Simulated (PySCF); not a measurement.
**EPR calculation of C7H8F**

The run: EPR calculation of C7H8F, multiplicity 2. Method and program: UKS B3LYP, pcH-1 on C F H, non-relativistic, mean-field spin-orbit, GIAO (PySCF 2.14.0).

It belongs to a series of runs on one base structure; here: H removed from sp3 C.

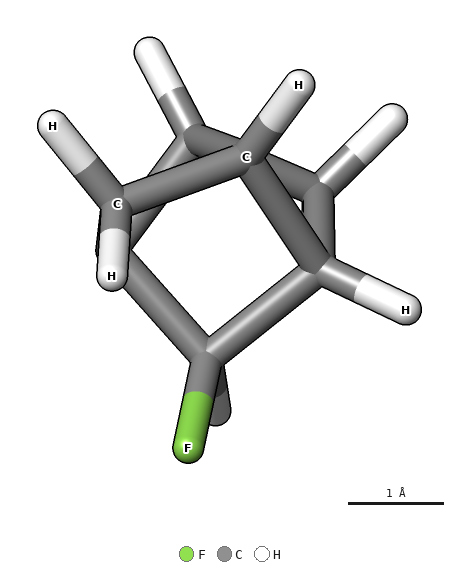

Figure 1. The structure (stick view, seen at a tilt).

Input:
```
{"job": {"kind": "epr", "basis": "pcH-1"}, "charge": 0, "multiplicity": 2}
F      1.398167    -0.353967    -2.011605
C      0.212246    -0.047253    -1.394499
C     -0.305575    -1.135273    -0.472397
C      0.885766    -1.409074     0.436857
C      0.486566    -0.028480     0.950656
C      0.349957     0.972158    -0.247688
C     -1.133348     1.145731     0.112518
C     -1.001634    -0.285052     0.618310
H     -0.469524     0.272578    -2.186630
H      1.853576    -1.547305    -0.036508
H      0.701628    -2.178186     1.181531
H      0.821132     0.349684     1.912262
H      1.022497     1.811666    -0.393559
H     -1.825898     1.353908    -0.701516
H     -1.297522     1.845189     0.929714
H     -1.705635    -0.757380     1.291143
```

The first line tells a small driver script what to run in PySCF; the rest is the geometry in Å.

Command:
```bash
OMP_NUM_THREADS=1 python <driver script> task.json out
```

What the program printed:
```
UKS, coarse grid
  cycle   1  E = -371.19998134  |g| = 3.93e-01
  cycle   2  E = -371.16603737  |g| = 5.38e-01
  cycle   3  E = -371.25999531  |g| = 5.03e-02
  cycle   4  E = -371.26056073  |g| = 3.28e-02
  cycle   5  E = -371.26104388  |g| = 6.58e-03
  cycle   6  E = -371.26106605  |g| = 2.67e-03
  cycle   7  E = -371.26106945  |g| = 1.15e-03
  cycle   8  E = -371.26107074  |g| = 2.35e-04
UKS, final grid
  cycle   1  E = -371.26104122  |g| = 2.67e-04
  cycle   2  E = -371.26104119  |g| = 3.80e-04
  cycle   3  E = -371.26104126  |g| = 2.51e-05
  cycle   4  E = -371.26104126  |g| = 1.85e-05
E = -371.26104126 Eh   <S^2> = 0.7526 (exact 0.7500)
g shifts (ppm)      1          2          3
  rmc          -159       -159       -159
  gc             11         20         18
  oz_so         -31        617        726
  total        -180        478        586
hyperfine (MHz)  atom isotope    a_iso     a_fc   dipolar eigenvalues
    0   19F      -1.62      -1.62     -4.84      0.20      4.64
    1   13C      -1.30      -1.30     -4.31     -2.77      7.08
    2   13C     324.47     324.47    -70.54    -70.14    140.68
    3   13C       8.12       8.12     -7.23     -4.67     11.90
    4   13C      75.09      75.09     -3.68     -3.23      6.91
    5   13C      35.46      35.46     -4.79     -3.23      8.02
    6   13C      -0.69      -0.69     -1.00     -0.65      1.65
    7   13C       5.54       5.54     -6.57     -3.95     10.52
    8    1H      22.78      22.78     -5.65     -4.71     10.37
    9    1H      -1.63      -1.63     -5.74     -3.24      8.97
   10    1H      20.79      20.79     -6.03     -5.08     11.11
   11    1H      65.51      65.51     -3.34     -1.36      4.70
   12    1H       7.36       7.36     -3.49     -1.21      4.70
   13    1H       0.42       0.42     -2.43     -2.08      4.51
   14    1H      -1.55      -1.55     -1.80     -1.27      3.07
   15    1H      13.10      13.10     -5.21     -4.76      9.98
```

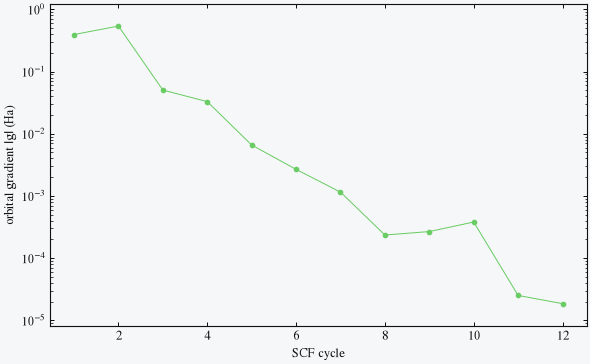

Figure 2. Convergence of the self-consistent field: orbital gradient |g| against the SCF cycle. All cycles printed in the log are drawn one after another.

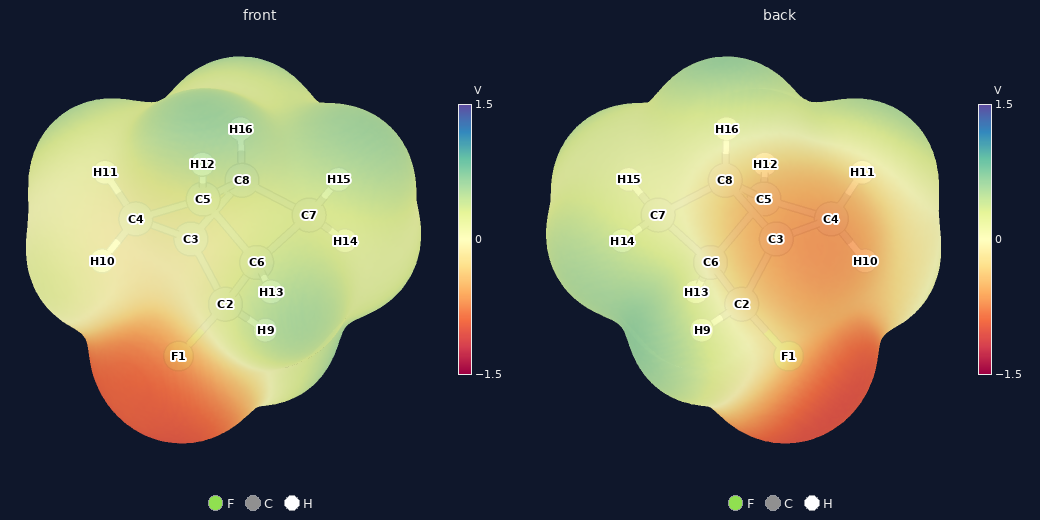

Figure 3. The electrostatic potential painted on the density surface at 0.001 e/bohr³, seen face on and from behind; the colour scale runs from red (negative) to blue (positive).

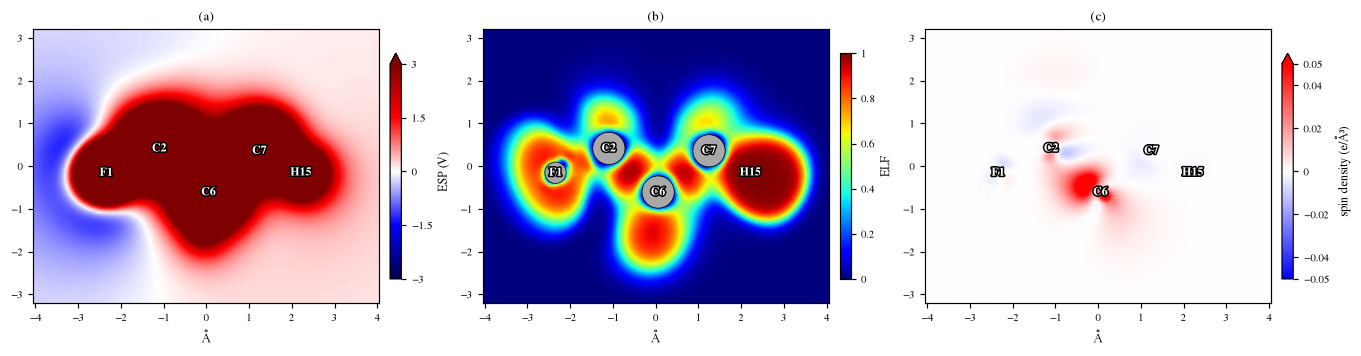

Figure 4. (a) molecular electrostatic potential; (b) ELF; (c) spin density on the plane of atoms F1, C2 and C6. Grey discs, where drawn, cover atomic cores. The section cuts through F, C and H sites. C–F (1.37 Å): the ELF peaks at about 0.85 between the atoms, which marks a shared but strongly polarised pair. C–C (1.54 Å): the ELF peaks at about 0.95 between the atoms (a covalent bond). C–C (1.54 Å): the ELF peaks at about 0.95 between the atoms (a shared electron pair). The unpaired spin (1 electron) lies mostly on C3 (about 0.7), in electrons by Hirshfeld's partition.

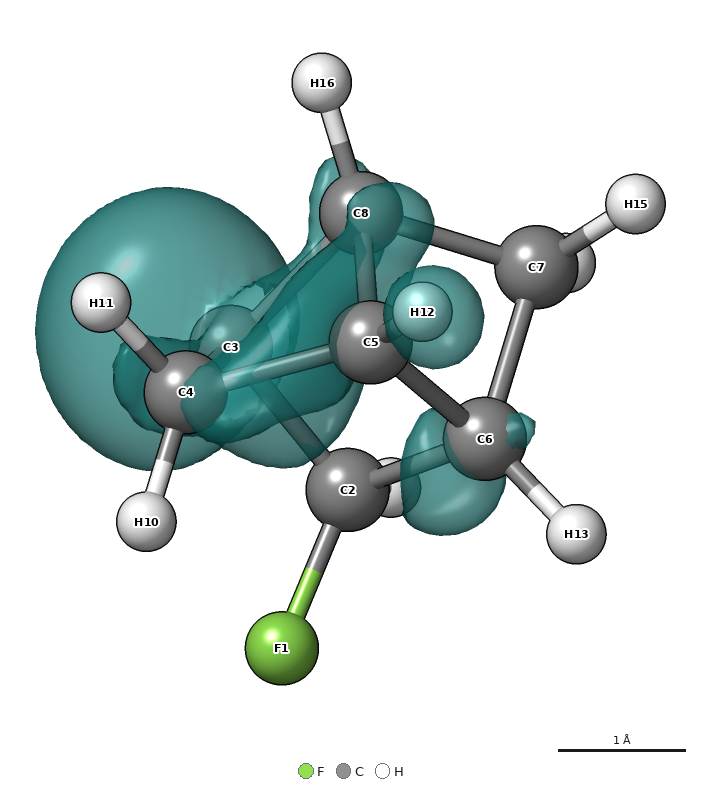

Figure 5. Isosurface of the spin density at +0.02 e/Å³ (teal), seen at a tilt. The unpaired spin (1 electron) lies mostly on C3 (about 0.7), in electrons by Hirshfeld's partition.

Results in brief:

- outcome: converged
- total energy: −371.261041 hartree
- ⟨S²⟩: 0.753
- isotropic g: 2.0026
- hardware: 1 CPU thread, shared host
- wall time: 73 s
- peak memory: 1 GiB
